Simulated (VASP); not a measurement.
# Co: surface energy and work function by face, part 3 of 5

Aim: compare the low-index faces of Co at one level of theory.

VASP 6.6.1; PBEsol, spin-polarised from a ferromagnetic start; plane waves and PAW (Co).

Still holding for the runs below: The magnetic state follows from one typed start and may not be the lowest.

So far. Step 3 (The bulk reference, job self-consistent run, k-mesh …): The run ends at a pressure of 0.12 GPa.

### 4. Surface relaxation, 8 atoms, face Co(0001) (continued)

Parts of OUTCAR (step 4):

```text
  LATTYP: Found a hexagonal cell.
 ALAT       =     2.4531912211
 C/A-ratio  =    11.7658567539

 Subroutine GETGRP returns: Found 12 space group operations
 (whereof  6 operations were pure point group operations)

The static configuration has the point symmetry C_3v.
 The point group associated with its full space group is D_3d.

 Found     27 irreducible k-points:

   k-points           NKPTS =     27   k-points in BZ     NKDIM =     27   number of bands    NBANDS=     58

   dimension x,y,z NGX =    12 NGY =   12 NGZ =  126
   dimension x,y,z NGXF=    24 NGYF=   24 NGZF=  252

   ENCUT  =  320.0 eV  23.52 Ry    4.85 a.u.   3.58  3.58 42.10*2*pi/ulx,y,z

   NELECT =      72.0000    total number of electrons

 E-fermi :   3.7163

 spin component 1
 k-point     1 :       0.0000    0.0000    0.0000
  band No.  band energies     occupation
    ...
     44       2.9208      1.00000
     45       2.9208      1.00000
     46       2.9763      1.00000
     47       2.9763      1.00000
     48       3.4537      1.01638
     49       3.7633      0.24899
     50       8.5546      0.00000
     51       8.7728      0.00000
     52       9.8468      0.00000
     53      10.8253      0.00000
    ...

 k-point     2 :       0.0667   -0.0000    0.0000
  band No.  band energies     occupation
    ...
     43       2.8693      1.00000
     44       2.9338      1.00000
     45       2.9747      1.00000
     46       2.9952      1.00000
     47       3.4088      1.00678
     48       4.0808     -0.00158
     49       4.4649     -0.00000
     50       8.7029      0.00000
     51       8.9136      0.00000
     52       9.9889      0.00000
    ...

 k-point     3 :       0.1333    0.0000    0.0000
  band No.  band energies     occupation
    ...
     42       2.8380      1.00000
     43       2.8807      1.00000
     44       2.9642      1.00000
     45       3.0402      1.00000
     46       3.4019      1.00579
     47       4.1668     -0.00009
     48       5.0423     -0.00000
     49       5.6135     -0.00000
     50       9.1473      0.00000
     51       9.3283      0.00000
    ...

 k-point     4 :       0.2000   -0.0000    0.0000
  band No.  band energies     occupation
    ...
     41       2.7359      1.00000
     42       2.8939      1.00000
     43       2.9979      1.00000
     44       3.0905      1.00000
     45       3.1604      1.00000
     46       3.9647     -0.02051
     47       5.0022     -0.00000
     48       6.1105     -0.00000
     49       6.9107      0.00000
     50       9.8860      0.00000
    ...

  Total       -1.4880877     -1.4880877     -0.4077686     -0.0000000      0.0000000     -0.0000000
  in kB      -15.8485929    -15.8485929     -4.3428618     -0.0000000      0.0000000     -0.0000000
  external PRESSURE =     -12.0133492 kB  Pullay stress =       0.0000000 kB

  energy-cutoff  :      320.00
  volume of cell :      150.43
      direct lattice vectors                 reciprocal lattice vectors
     2.453191221  0.000000000  0.000000000     0.407632308 -0.235346623  0.000000000
     1.226595611  2.124525918  0.000000000     0.000000000  0.470693246  0.000000000
     0.000000000  0.000000000 28.863896498     0.000000000  0.000000000  0.034645357

 POSITION                                       TOTAL-FORCE (eV/Angst)
 -----------------------------------------------------------------------------------
      2.45319      1.41635      7.52388         0.000000      0.000000      0.029556
      2.45319      0.00000      9.45180        -0.000000     -0.000000      0.007535
      2.45319      1.41635     11.47037        -0.000000      0.000000     -0.020902
      0.00000      0.00000     13.43607        -0.000000     -0.000000     -0.012004
      2.45319      1.41635     15.42783         0.000000      0.000000      0.012004
      3.67979      2.12453     17.39353         0.000000      0.000000      0.020902
      2.45319      1.41635     19.41209         0.000000      0.000000     -0.007535
      0.00000      0.00000     21.34001        -0.000000     -0.000000     -0.029556
 -----------------------------------------------------------------------------------
    total drift:                                0.000002      0.000001     -0.000002

  FREE ENERGIE OF THE ION-ELECTRON SYSTEM (eV)
  ---------------------------------------------------
  free  energy   TOTEN  =       -60.3528452693 eV

  energy  without entropy=      -60.3556749481  energy(sigma->0) =      -60.35378850

 total charge
# of ion       s       p       d       tot
------------------------------------------
    1        0.504   0.447   7.252   8.203
    2        0.510   0.573   7.283   8.367
    3        0.509   0.564   7.280   8.353
    4        0.511   0.571   7.282   8.364
    5        0.511   0.571   7.282   8.364
    6        0.509   0.564   7.280   8.353
    7        0.510   0.573   7.283   8.367
    8        0.504   0.447   7.252   8.203
--------------------------------------------------
tot          4.068   4.310  58.195  66.573

 magnetization (x)
# of ion       s       p       d       tot
------------------------------------------
    1       -0.011  -0.037   1.746   1.698
    2       -0.015  -0.051   1.697   1.631
    3       -0.015  -0.052   1.651   1.584
    4       -0.015  -0.053   1.651   1.583
    5       -0.015  -0.053   1.651   1.583
    6       -0.015  -0.052   1.651   1.584
    7       -0.015  -0.051   1.697   1.631
    8       -0.011  -0.037   1.746   1.698
--------------------------------------------------
tot         -0.111  -0.386  13.488  12.991

[... 1 part as in an earlier step ...]

[... 11 further parts left out ...]
```

CONTCAR:

```
Co
   1.00000000000000
     2.4531912211000000    0.0000000000000000    0.0000000000000000
     1.2265956106000000    2.1245259178000002    0.0000000000000000
     0.0000000000000000    0.0000000000000000   28.8638964975000007
  Co
     8
Direct
     0.6666666699999979    0.6666666699999979    0.2606676059568767
     1.0000000000000000    0.0000000000000000    0.3274610889503621
     0.6666666699999979    0.6666666699999979    0.3973949121745873
     0.0000000000000000    0.0000000000000000    0.4654973067186166
     0.6666666699999979    0.6666666699999979    0.5345026932813833
     1.0000000000000000    1.0000000000000000    0.6026050878254128
     0.6666666699999979    0.6666666699999979    0.6725389110496379
     0.0000000000000000    0.0000000000000000    0.7393323940431232
```

The run keeps the 12 symmetry operations of its start, so it cannot find a distortion of lower symmetry.

The steps of the relaxation:

| step | energy less that of the first step (eV) | largest force (eV/Å) |
| --- | --- | --- |
| 1 | 0.0000 | 0.4650 |
| 2 | -0.0206 | 0.1802 |
| 3 | -0.0245 | 0.0567 |
| 4 | -0.0245 | 0.0569 |
| 5 | -0.0249 | 0.0296 |

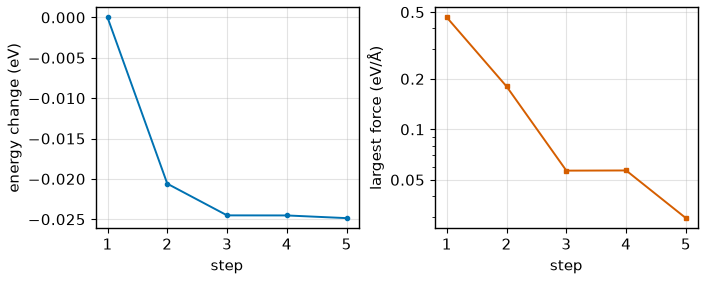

Energy and largest force along the relaxation.

The atoms that moved most (Å):

| atom | dx | dy | dz | length |
| --- | --- | --- | --- | --- |
| Co7 | 0.000 | 0.000 | 0.029 | 0.029 |
| Co2 | 0.000 | 0.000 | -0.029 | 0.029 |
| Co8 | 0.000 | 0.000 | -0.024 | 0.024 |
| Co1 | 0.000 | 0.000 | 0.024 | 0.024 |
| Co6 | 0.000 | 0.000 | -0.009 | 0.009 |
| Co3 | 0.000 | 0.000 | 0.009 | 0.009 |
| Co4 | 0.000 | 0.000 | -0.006 | 0.006 |
| Co5 | 0.000 | 0.000 | 0.006 | 0.006 |

Final coordinates:

```
Co
1.0
     2.45319    0.00000    0.00000
     1.22660    2.12453    0.00000
     0.00000    0.00000   28.86390
Co
8
Direct
  0.66667 0.66667 0.26067
  0.00000 0.00000 0.32746
  0.66667 0.66667 0.39739
  0.00000 0.00000 0.46550
  0.66667 0.66667 0.53450
  0.00000 0.00000 0.60261
  0.66667 0.66667 0.67254
  0.00000 0.00000 0.73933
```

Numbers from this step:

```yaml
electronic_cycles: 65
electrons: 72
free_energy_toten: -60.3528 eV
energy_at_zero_smearing: -60.3538 eV
fermi_energy: 3.716 eV
moment_of_the_cell_from_the_last_line_of_the_log: 12.94 μB
```

Spin moment in the PAW sphere by atom:

| atom | spin moment in the PAW sphere (μB) |
| --- | --- |
| Co1 | 1.70 |
| Co2 | 1.63 |
| Co3 | 1.58 |
| Co4 | 1.58 |
| Co5 | 1.58 |
| Co6 | 1.58 |
| Co7 | 1.63 |
| Co8 | 1.70 |

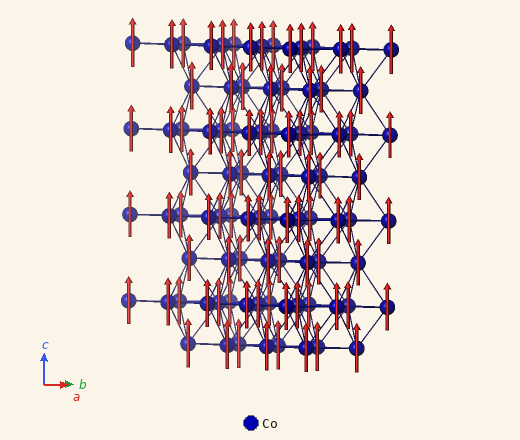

Spin moment in the PAW sphere as arrows, the longest 1.70 μB. Up and down stand for the sign. Arrows give size and sign along the axis of quantisation, drawn up and down the page. 4×2×1 cells are drawn. Some periodic images of atoms are drawn too.

The run ended after 5 ionic steps, 0.025 eV below its first step, once the forces on the free atoms met EDIFFG = -0.03.

### 5. Vacuum level and density of states, 8 atoms, face Co(0001)

A static run writes the electrostatic potential without exchange and correlation (LVHAR), which is flat in the vacuum and gives the level to count from. The dipole correction cancels the field that unlike faces would set up across the vacuum.

Contents of INCAR:

```
SYSTEM = Co
PREC = Normal
ENCUT = 320
EDIFF = 1E-06
NELM = 120
ISMEAR = 1
SIGMA = 0.15
LREAL = .FALSE.
ALGO = Fast
GGA = PS
NBANDS = 58
ISPIN = 2
MAGMOM = 2 2 2 2 2 2 2 2
LASPH = .TRUE.
LMAXMIX = 4
LORBIT = 11
LWAVE = .FALSE.
LCHARG = .TRUE.
KPAR = 4
IDIPOL = 3
LDIPOL = .TRUE.
DIPOL = 0.5 0.5 0.5
LVHAR = .TRUE.
LVACPOTAV = .TRUE.
NEDOS = 1500
```

Contents of POSCAR:

```
Co
1.0
    2.4531912211      0.0000000000      0.0000000000
    1.2265956106      2.1245259178      0.0000000000
    0.0000000000      0.0000000000     28.8638964975
Co
8
Direct
    0.6666666700      0.6666666700      0.2606676060
    0.0000000000      0.0000000000      0.3274610890
    0.6666666700      0.6666666700      0.3973949122
    0.0000000000      0.0000000000      0.4654973067
    0.6666666700      0.6666666700      0.5345026933
    0.0000000000      0.0000000000      0.6026050878
    0.6666666700      0.6666666700      0.6725389110
    0.0000000000      0.0000000000      0.7393323940
```

Contents of KPOINTS:

```
Automatic mesh
0
Gamma
15 15 1
0 0 0
```

The projector-augmented-wave data sets are Co (PBE family, release 64).

Run with:

```sh
> mpirun -np 4 vasp_std
```

The log of the run:

```text
[... set-up lines as in an earlier step ...]
 entering main loop
       N       E                     dE             d eps       ncg     rms          rms(c)
DAV:   1     0.469419338706E+03    0.46942E+03   -0.23810E+04  6336   0.106E+03
DAV:   2    -0.284058760589E+02   -0.49783E+03   -0.45907E+03  6270   0.274E+02
DAV:   3    -0.691299032754E+02   -0.40724E+02   -0.37446E+02  6724   0.107E+02
DAV:   4    -0.698897355283E+02   -0.75983E+00   -0.75788E+00  6896   0.168E+01
DAV:   5    -0.699144553257E+02   -0.24720E-01   -0.24719E-01  9572   0.199E+00    0.325E+01
RMM:   6    -0.931134347115E+02   -0.23199E+02   -0.76773E+01  7143   0.608E+01    0.560E+01
RMM:   7    -0.110411878530E+03   -0.17298E+02   -0.17426E+01  7401   0.240E+01    0.664E+01
RMM:   8    -0.737346260004E+02    0.36677E+02   -0.10109E+01  7041   0.209E+01    0.477E+01
RMM:   9    -0.641929581625E+02    0.95417E+01   -0.14371E+01  7220   0.262E+01    0.339E+01
RMM:  10    -0.644764833275E+02   -0.28353E+00   -0.34308E+00  7043   0.123E+01    0.369E+01
RMM:  11    -0.612918150838E+02    0.31847E+01   -0.35937E+00  7321   0.126E+01    0.306E+01
RMM:  12    -0.588724367542E+02    0.24194E+01   -0.85582E-01  7030   0.590E+00    0.209E+01
RMM:  13    -0.575732281012E+02    0.12992E+01   -0.69603E-01  7232   0.518E+00    0.100E+01
RMM:  14    -0.582995146570E+02   -0.72629E+00   -0.28810E-01  7062   0.284E+00    0.888E+00
RMM:  15    -0.588887874834E+02   -0.58927E+00   -0.34955E-01  7378   0.271E+00    0.621E+00
RMM:  16    -0.596793229068E+02   -0.79054E+00   -0.10313E+00  8075   0.422E+00    0.529E+00
RMM:  17    -0.596755052173E+02    0.38177E-02   -0.11223E-01  7156   0.172E+00    0.370E+00
RMM:  18    -0.597515479374E+02   -0.76043E-01   -0.49178E-02  7279   0.861E-01    0.293E+00
RMM:  19    -0.597738071109E+02   -0.22259E-01   -0.12772E-02  7272   0.459E-01    0.245E+00
RMM:  20    -0.598235404493E+02   -0.49733E-01   -0.23656E-02  7671   0.569E-01    0.185E+00
RMM:  21    -0.598443548756E+02   -0.20814E-01   -0.36384E-03  7229   0.237E-01    0.169E+00
RMM:  22    -0.598522504514E+02   -0.78956E-02   -0.61862E-04  7584   0.102E-01    0.162E+00
RMM:  23    -0.598851213251E+02   -0.32871E-01   -0.40997E-03  7966   0.237E-01    0.134E+00
RMM:  24    -0.599341149151E+02   -0.48994E-01   -0.84102E-03  8407   0.307E-01    0.105E+00
RMM:  25    -0.600326151318E+02   -0.98500E-01   -0.35480E-02  9431   0.476E-01    0.682E-01
RMM:  26    -0.600978173565E+02   -0.65202E-01   -0.17706E-02  8712   0.345E-01    0.473E-01
RMM:  27    -0.601579786783E+02   -0.60161E-01   -0.10748E-02  8281   0.260E-01    0.478E-01
RMM:  28    -0.602036533469E+02   -0.45675E-01   -0.79421E-03  8560   0.278E-01    0.353E-01
RMM:  29    -0.602332806106E+02   -0.29627E-01   -0.15374E-03  7634   0.202E-01    0.324E-01
RMM:  30    -0.602981902186E+02   -0.64910E-01   -0.26212E-03  7925   0.180E-01    0.196E-01
RMM:  31    -0.603206759712E+02   -0.22486E-01   -0.28131E-04  7421   0.757E-02    0.166E-01
RMM:  32    -0.603327718832E+02   -0.12096E-01   -0.11922E-04  7264   0.601E-02    0.150E-01
RMM:  33    -0.603446144764E+02   -0.11843E-01   -0.13106E-04  7471   0.591E-02    0.151E-01
RMM:  34    -0.603502846403E+02   -0.56702E-02   -0.87478E-05  7547   0.377E-02    0.117E-01
RMM:  35    -0.603518233383E+02   -0.15387E-02   -0.50312E-05  7489   0.248E-02    0.808E-02
RMM:  36    -0.603524247732E+02   -0.60143E-03   -0.32852E-05  7482   0.230E-02    0.535E-02
RMM:  37    -0.603527425202E+02   -0.31775E-03   -0.99428E-06  6723   0.112E-02    0.380E-02
RMM:  38    -0.603528125671E+02   -0.70047E-04   -0.42382E-06  6085   0.999E-03    0.192E-02
RMM:  39    -0.603528418423E+02   -0.29275E-04   -0.25251E-06  5689   0.789E-03    0.141E-02
RMM:  40    -0.603528838791E+02   -0.42037E-04   -0.10681E-06  5021   0.597E-03    0.107E-02
RMM:  41    -0.603528966673E+02   -0.12788E-04   -0.32048E-07  4688   0.309E-03    0.649E-03
RMM:  42    -0.603529048090E+02   -0.81418E-05   -0.30316E-07  4733   0.316E-03    0.338E-03
RMM:  43    -0.603529079447E+02   -0.31357E-05   -0.15402E-07  4573   0.231E-03    0.232E-03
RMM:  44    -0.603529086011E+02   -0.65635E-06   -0.67983E-08  4346   0.158E-03
 -----------------------------------------------------------------------------
|                                                                             |
|           W    W    AA    RRRRR   N    N  II  N    N   GGGG   !!!           |
|           W    W   A  A   R    R  NN   N  II  NN   N  G    G  !!!           |
|           W    W  A    A  R    R  N N  N  II  N N  N  G       !!!           |
|           W WW W  AAAAAA  RRRRR   N  N N  II  N  N N  G  GGG   !            |
|           WW  WW  A    A  R   R   N   NN  II  N   NN  G    G                |
|           W    W  A    A  R    R  N    N  II  N    N   GGGG   !!!           |
|                                                                             |
|     Did not find any points to average over, which means that no vacuum     |
|     field-free region was found. Please increase the size of  your cell     |
|     in the dimension of the dipole correction to obtain accurate            |
|     workfunction values.                                                    |
|                                                                             |
 -----------------------------------------------------------------------------

   1 F= -.60352909E+02 E0= -.60353854E+02  d E =0.283597E-02  mag=    12.9429
```

Run time: 66 s. Hardware: 4 MPI ranks of Intel Xeon 6975P-C (Granite Rapids), shared host; peak memory 1.1 GiB.

Parts of OUTCAR (step 5):

```text
   NELECT =      72.0000    total number of electrons

 dipolmoment           0.000000      0.000000     -0.000000 electrons x Angstroem

 E-fermi :   3.7154

 spin component 1
 k-point     1 :       0.0000    0.0000    0.0000
  band No.  band energies     occupation
    ...
     44       2.9199      1.00000
     45       2.9199      1.00000
     46       2.9758      1.00000
     47       2.9758      1.00000
     48       3.4544      1.01685
     49       3.7637      0.24240
     50       8.4609      0.00000
     51       8.7321      0.00000
     52       9.7645      0.00000
     53      10.7541      0.00000
    ...

 k-point     2 :       0.0667   -0.0000    0.0000
  band No.  band energies     occupation
    ...
     43       2.8683      1.00000
     44       2.9329      1.00000
     45       2.9744      1.00000
     46       2.9947      1.00000
     47       3.4087      1.00691
     48       4.0810     -0.00153
     49       4.4649     -0.00000
     50       8.6095      0.00000
     51       8.8736      0.00000
     52       9.9066      0.00000
    ...

  Total       -1.5236651     -1.5236651     -0.4339609     -0.0000000     -0.0000000     -0.0000000
  in kB      -16.2275034    -16.2275034     -4.6218172     -0.0000000     -0.0000000     -0.0000000
  external PRESSURE =     -12.3589414 kB  Pullay stress =       0.0000000 kB

 POSITION                                       TOTAL-FORCE (eV/Angst)
 -----------------------------------------------------------------------------------
      2.45319      1.41635      7.52388         0.000000      0.000000      0.036385
      0.00000      0.00000      9.45180         0.000000     -0.000000      0.009359
      2.45319      1.41635     11.47037         0.000000     -0.000000     -0.026693
      0.00000      0.00000     13.43607        -0.000000     -0.000000     -0.011967
      2.45319      1.41635     15.42783        -0.000000     -0.000000      0.011967
      0.00000      0.00000     17.39353        -0.000000      0.000000      0.026693
      2.45319      1.41635     19.41209        -0.000000      0.000000     -0.009359
      0.00000      0.00000     21.34001        -0.000000     -0.000000     -0.036385
 -----------------------------------------------------------------------------------
    total drift:                                0.000002      0.000001     -0.000002

  FREE ENERGIE OF THE ION-ELECTRON SYSTEM (eV)
  ---------------------------------------------------
  free  energy   TOTEN  =       -60.3529086011 eV

  energy  without entropy=      -60.3557445718  energy(sigma->0) =      -60.35385392

 vacuum level on the upper side and lower side of the slab         8.798         8.798

 magnetization (x)
# of ion       s       p       d       tot
------------------------------------------
    1       -0.011  -0.037   1.746   1.698
    2       -0.015  -0.051   1.696   1.630
    3       -0.015  -0.052   1.651   1.584
    4       -0.015  -0.053   1.651   1.583
    5       -0.015  -0.053   1.651   1.583
    6       -0.015  -0.052   1.651   1.584
    7       -0.015  -0.051   1.696   1.630
    8       -0.011  -0.037   1.746   1.698
--------------------------------------------------
tot         -0.111  -0.386  13.488  12.991

[... 8 parts as in an earlier step ...]

[... 14 further parts left out ...]
```

This step gave:

* electronic cycles: 44
* free energy (TOTEN): -60.3529 eV
* energy at zero smearing: -60.3539 eV
* Fermi energy: 3.715 eV
* dipole moment: 0, 0, 0 e·Å
* vacuum levels: 8.816, 8.816 eV
* work functions of the upper and lower face: 5.101, 5.101 eV

The planar average of the electrostatic potential oscillates, so the rows of the table below give means over windows of 1.95 Å about each position, cut where the curve ends. Its maxima inside the range that stand out by 2 % of the span (Å: eV): 8.5: -1.61, 10.4: -0.815, 12.5: -1.22, 14.4: -0.942, 16.4: -1.22, 18.4: -0.815, 20.4: -1.61. Its minima: 7.6: -22.8, 9.5: -22.7, 11.5: -22.9, 13.4: -22.8, 15.5: -22.8, 17.4: -22.9, 19.4: -22.7, 21.3: -22.8.

Zero at the Fermi level. Planar average of the electrostatic potential against height; means over each step:

| height (Å) | planar average of the electrostatic potential (eV) |
| --- | --- |
| 0.97 | 5.10 |
| 2.92 | 5.10 |
| 4.87 | 4.96 |
| 6.82 | -7.12 |
| 8.77 | -11.3 |
| 10.72 | -10.3 |
| 12.67 | -10.8 |
| 14.62 | -10.5 |
| 16.57 | -10.8 |
| 18.52 | -10.2 |
| 20.47 | -11.3 |
| 22.42 | -1.97 |
| 24.38 | 5.05 |
| 26.32 | 5.10 |
| 28.27 | 5.10 |

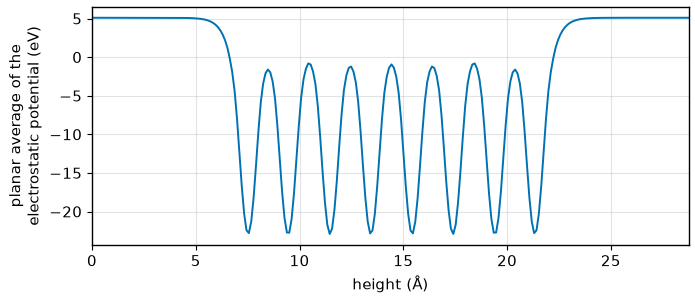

Planar average of the electrostatic potential, plotted against height.

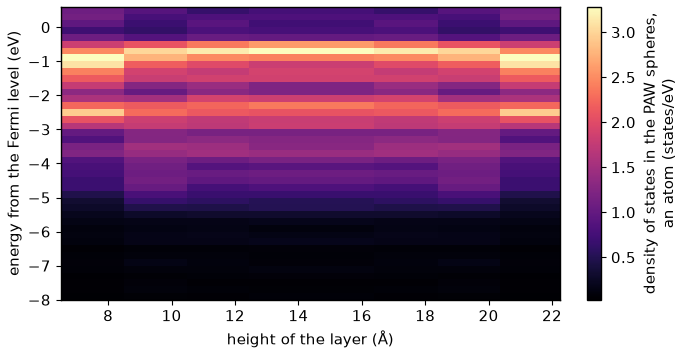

Density of states in the PAW spheres, an atom over height of the layer and energy from the Fermi level.

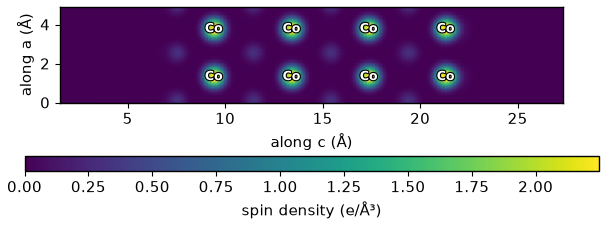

Spin density in the ca plane at fractional y = 0.000, with atoms of Co within 0.2 Å of it. The map starts off the cell's origin, so that atoms lie inside it. The far vacuum is left out of the map.

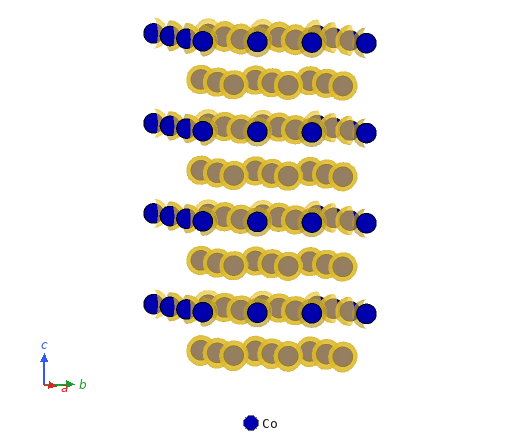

Surface of spin density = 0.52 e/Å³, which holds about 70 % of the integral of its size. 3×3×1 cells are drawn.

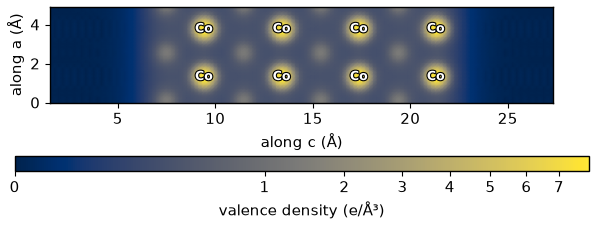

Valence density in the ca plane at fractional y = 0.000, with atoms of Co within 0.2 Å of it. It is the smooth field of the valence electrons, not physical close to the nuclei. The map starts off the cell's origin, so that atoms lie inside it. The colour scale is stretched toward low values. The far vacuum is left out of the map.

The map of layer states is cut here 0.5 eV above the Fermi level, so it leaves out the states above that.

The vacuum level lies 5.10 eV above the Fermi level at the upper face; both faces agree, as the slab has next to no dipole.

The program found no field-free point at its default tolerance, and its printed vacuum level lies off the flat part of the planar average, by -0.02 eV at the upper face; the levels here are read from the flat part.

On this mesh the fine structure of the density of states is sampling noise, and high empty states may be cut by the number of bands.

(Continued in part 4 of 5.)

[Lines on the potential files, build, host, timing and source positions are cut from VASP's logs without a mark.]

[Logs are printed without paths, hosts, clocks, repeated set-up lines and the standing remarks that a program may print on its own settings, such as how far it seeks lower states.]

[Hosts, paths, dates, database ids (printed as entryN), source tags and the programs' standing remarks are cut or masked in the printed files.]

[Runs that stopped without an error message from VASP are left out.]
